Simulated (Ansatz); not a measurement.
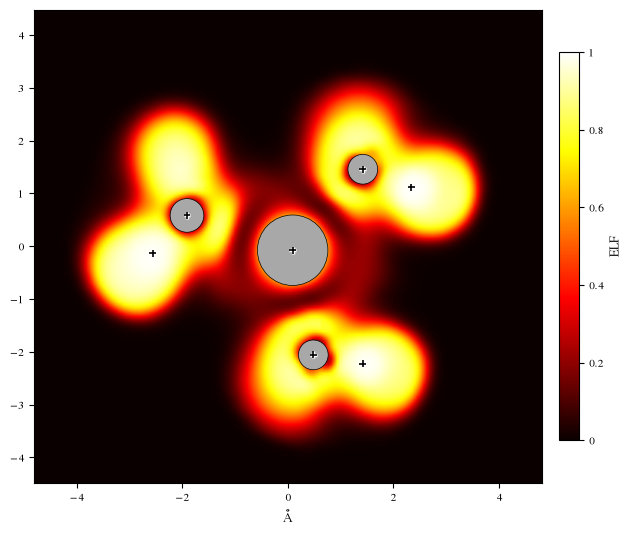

The electron localisation function on a plane through atoms (crosses mark nuclei in the plane; grey discs cover the cores).

Theory: RKS PBE-D4/def2-SVP in Ansatz 0.2.0.

Candidates:
A. F$_{3}$HHfO···HBr
B. H$_{4}$InNO$_{2}$···H$_{2}$O

**Which candidate gave the map?**

Candidate B: H$_{4}$InNO$_{2}$···H$_{2}$O on the plane of atoms In1, O6 and H7, which holds In, O, H and N. In–O (2.02 Å): the ELF peaks at about 0.80 in the valence shell of O, 0.6 Å from its nucleus, and drops to about 0.15 between the two atoms. In–N (2.11 Å): the ELF peaks at about 0.85 in the valence shell of N, 0.6 Å from its nucleus, and drops to about 0.15 between the two atoms.
